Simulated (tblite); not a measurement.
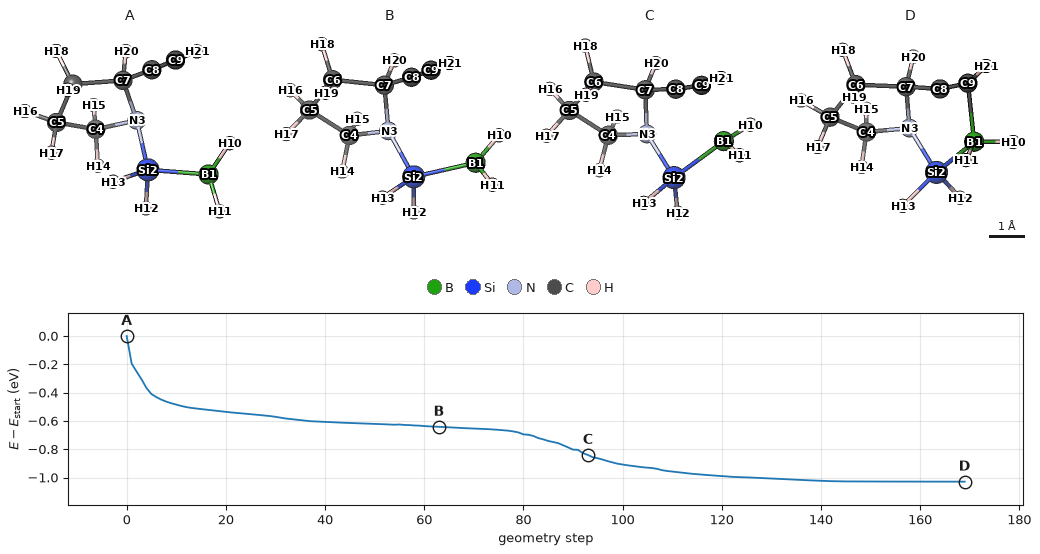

Frames of a relaxation of C₆H₁₂BNSi, marked on the history of the run. The picture is a ball-and-stick view, seen at a tilt.

Computed with tblite 0.8.0, GFN2-xTB geometry optimisation, gas phase. 

> What happens along the run?

After 169 geometry steps the energy has fallen by 1.029 eV. The atom that moves furthest after the best rigid fit is H11 (2.12 Å). Largest moves by element: H 2.12 Å, B 1.15 Å, C 0.78 Å, N 0.34 Å, Si 0.31 Å. Among the contacts that change: B1–C9 3.650 → 1.786 Å, B1–C8 3.483 → 1.884 Å, Si2–C8 3.069 → 2.633 Å, B1–Si2 1.935 → 2.007 Å. New bonds form: B1–C9 (3.65 → 1.79 Å). Among the angles between lasting bonds that change: C8–C9–H21 179.7° → 158.3°, Si2–N3–C4 106.8° → 125.0°, Si2–B1–H10 123.8° → 108.5°. Groups turn about Si2–N3 by about 45°. The run took 2.8 s on 1 thread of Arm Neoverse N1 (shared host). From step 0 to 63: H atoms move most (1.01 Å), energy −0.641 eV. From step 63 to 93: H11 moves most (1.00 Å), energy −0.199 eV. From step 93 to 169: H11 moves most (1.10 Å), energy −0.189 eV.

| step | E − E(0), eV |
| --- | --- |
| 0 | 0.0000 |
| 1 | -0.1947 |
| 2 | -0.2512 |
| 3 | -0.3063 |
| 4 | -0.3675 |
| 5 | -0.4103 |
| 6 | -0.4316 |
| 7 | -0.4496 |
| 8 | -0.4635 |
| 9 | -0.4747 |
| 10 | -0.4845 |
| 18 | -0.5276 |
| 27 | -0.5586 |
| 35 | -0.5939 |
| 43 | -0.6111 |
| 52 | -0.6233 |
| 60 | -0.6360 |
| 69 | -0.6520 |
| 77 | -0.6687 |
| 85 | -0.7411 |
| 94 | -0.8564 |
| 102 | -0.9178 |
| 110 | -0.9572 |
| 119 | -0.9868 |
| 127 | -1.0017 |
| 136 | -1.0165 |
| 144 | -1.0265 |
| 152 | -1.0279 |
| 161 | -1.0285 |
| 169 | -1.0288 |
